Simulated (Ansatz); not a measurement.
# CH5NO2Si: rigid torsion scan from a Python script

Aim: a rigid torsion scan, for CH5NO2Si, run from a script.

Computed with Ansatz 0.2.0, driven from Python. The levels of theory stand in the script.

## (1) The system

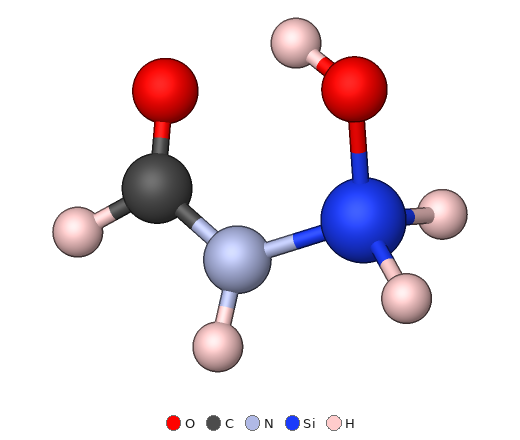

The starting structure, viewed from a chosen angle; oxygen red, carbon dark grey, nitrogen light blue, silicon blue, hydrogen pink.

The script holds or builds the structure itself.

## (2) The code

torsion_ch5no2si.py reads:

```python
"""Energy of CH5NO2Si as one group turns about a bond."""

from dataclasses import dataclass

import ansatz
from ase import Atoms


@dataclass(frozen=True)
class RunConfig:
    basis: str = "def2-SVP"
    xc: str = "pbe0"
    fmax: float = 0.02
    level: str = "mp2"


settings = RunConfig()

atoms = Atoms(["O", "C", "N", "Si", "O", "H", "H", "H", "H", "H"], positions=[
    (-0.1828, 1.4517, 1.2707),
    (0.6389, 0.6385, 1.2031),
    (0.6878, -0.39, 0.3046),
    (-0.4345, -0.6796, -0.8643),
    (-1.081, 0.7696, -1.365),
    (1.4966, 0.6577, 1.9015),
    (1.5048, -1.0538, 0.3549),
    (0.1532, -1.3919, -1.9973),
    (-1.5767, -1.4831, -0.2066),
    (-1.1231, 1.4298, -0.5987),
])

# start the scan from a relaxed geometry
first = ansatz.Crystal.molecule_from_ase(atoms).calculation()
first = first.basis(gaussian=settings.basis)
first = first.functional(settings.xc).relax(force_tolerance=settings.fmax, max_steps=80)
atoms.positions = first.run().report["positions_ang"]

start = atoms.get_dihedral(4, 3, 2, 1)
energies = {}
for turn in range(0, 360, 30):
    turned = atoms.copy()
    turned.set_dihedral(4, 3, 2, 1, start + turn, indices=[0, 1, 2, 5, 6])
    calc = (
        ansatz.Crystal.molecule_from_ase(turned).calculation()
        .basis(gaussian=settings.basis)
        .correlation(settings.level)
    )
    energies[round((start + turn) % 360)] = calc.run().report["free_energy_ev"]
floor = min(energies.values())
print("dihedral O4-Si3-N2-C1 (deg)   E - E(min) (kJ/mol)")
for angle, e in sorted(energies.items()):
    print(f"{angle:8d} {96.485332 * (e - floor):14.3f}  " + "#" * int(30 * (e - floor) / max(max(energies.values()) - floor, 1e-9)))
```

## (3) Launch

Launch:

```console
$ python torsion_ch5no2si.py
```

The program printed:

```text
dihedral O4-Si3-N2-C1 (deg)   E - E(min) (kJ/mol)
      19         25.070  ##############
      49          0.000
      79         10.669  ######
     109         30.562  #################
     139         34.718  ####################
     169         24.850  ##############
     199         28.301  ################
     229         41.556  #######################
     259         36.622  #####################
     289         23.152  #############
     319         33.395  ###################
     349         51.982  ##############################
```

Run time: 68 s. Hardware: 1 thread of Arm Neoverse V2, shared host; peak memory 0.28 GiB.

## (4) The relaxation of run 0, step by step

Step by step:

| step | E - E(step 1) (eV) | largest force component (eV/Å) |
| --- | --- | --- |
| 1 | 0.0000 | 4.3880 |
| 2 | -0.4537 | 2.0386 |
| 3 | -0.5055 | 0.8965 |
| 4 | -0.5063 | 2.1045 |
| 5 | -0.5701 | 0.2673 |
| 6 | -0.5768 | 0.2511 |
| 7 | -0.5782 | 0.1182 |
| 8 | -0.5798 | 0.0966 |
| 9 | -0.5810 | 0.0732 |
| 10 | -0.5816 | 0.1023 |
| 11 | -0.5816 | 0.0934 |
| 12 | -0.5817 | 0.0353 |
| 13 | -0.5818 | 0.0138 |

Step 1 is the start.

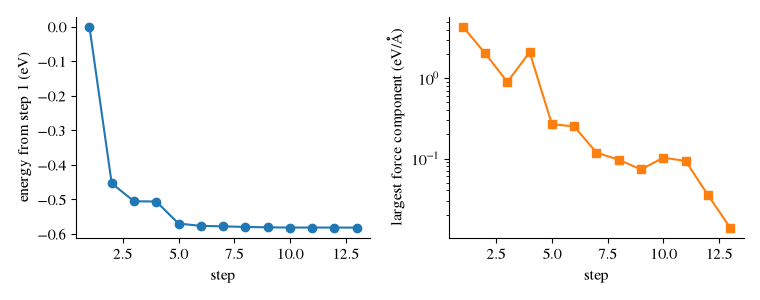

Energy and largest force along the relaxation.

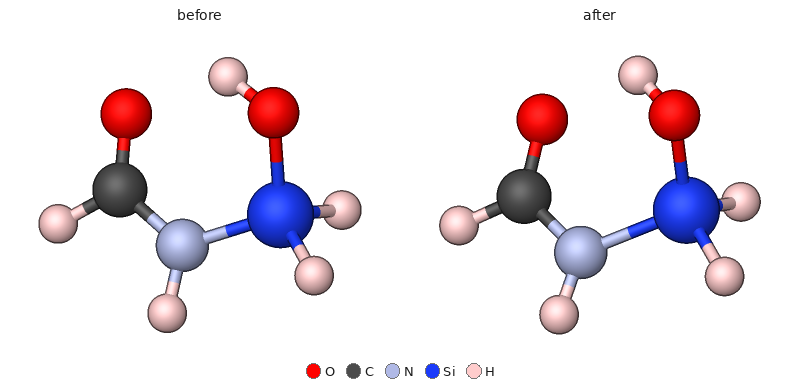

The structure before (left) and after (right) the relaxation, drawn at the same scale.

Before: Bond lengths: O1–C2 1.158 Å, C2–N3 1.367 Å, N3–Si4 1.646 Å, Si4–O5 1.664 Å, C2–H6 1.106 Å, N3–H7 1.054 Å, Si4–H8 1.462 Å, Si4–H9 1.544 Å, O5–H10 1.012 Å. Angles: O1–C2–N3 126.3°, O1–C2–H6 120.1°, N3–C2–H6 113.6°, C2–N3–Si4 125.1°, C2–N3–H7 118.1°, Si4–N3–H7 116.8°, N3–Si4–O5 109.0°, N3–Si4–H8 111.2°, N3–Si4–H9 107.1°, O5–Si4–H8 110.3°, O5–Si4–H9 107.1°, H8–Si4–H9 112.0°, Si4–O5–H10 110.9°.

After: Bond lengths: O1–C2 1.216 Å, C2–N3 1.355 Å, N3–Si4 1.784 Å, Si4–O5 1.650 Å, C2–H6 1.115 Å, N3–H7 1.014 Å, Si4–H8 1.485 Å, Si4–H9 1.489 Å, O5–H10 0.969 Å. Angles: O1–C2–N3 122.8°, O1–C2–H6 122.1°, N3–C2–H6 115.2°, C2–N3–Si4 117.4°, C2–N3–H7 117.6°, Si4–N3–H7 124.9°, N3–Si4–O5 109.9°, N3–Si4–H8 105.7°, N3–Si4–H9 108.0°, O5–Si4–H8 109.1°, O5–Si4–H9 112.8°, H8–Si4–H9 111.1°, Si4–O5–H10 110.3°.

Run 0 is this relaxation; the runs after it count from 1.

## (5) The runs side by side

From the records of these 12 runs:

| run | turn (°) | energy from run 1 (eV) | iterations in all | CPU time (s) |
| --- | --- | --- | --- | --- |
| 1 | 0 | 0.0000 | 13 | 1.1 |
| 2 | 30 | 0.1106 | 13 | 1.2 |
| 3 | 60 | 0.3167 | 13 | 1.2 |
| 4 | 90 | 0.3598 | 14 | 1.1 |
| 5 | 120 | 0.2576 | 14 | 1.1 |
| 6 | 150 | 0.2933 | 14 | 1.1 |
| 7 | 180 | 0.4307 | 14 | 1.1 |
| 8 | 210 | 0.3796 | 13 | 1.2 |
| 9 | 240 | 0.2400 | 13 | 1.2 |
| 10 | 270 | 0.3461 | 14 | 1.1 |
| 11 | 300 | 0.5388 | 14 | 1.1 |
| 12 | 330 | 0.2598 | 13 | 1.1 |

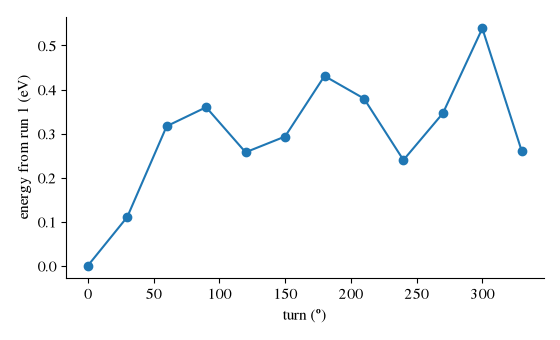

Energy against turn; lines join the points.

## (6) Results

```
              quantity     value
         runs compared        12
       range of energy  0.539 eV
lowest point, turn (°)         0
```

**Reading.** The lowest point lies at a turn of 0°, the highest 0.539 eV (52.0 kJ/mol) above it at 300°. The grid can miss the true lowest and highest points, and the rest of the molecule is held rigid. Run 0: After 12 moves the largest shift is 0.256 Å, of atom 1 (O). The scan is rigid and the energies are electronic, in a modest basis. With rigid groups the curve can differ much from the relaxed path, the start wasn't checked as a minimum of this torsion, and equivalent turns needn't return to the same energy. The start is relaxed with a density functional and scanned with the wavefunction method, so it isn't exactly that method's minimum.
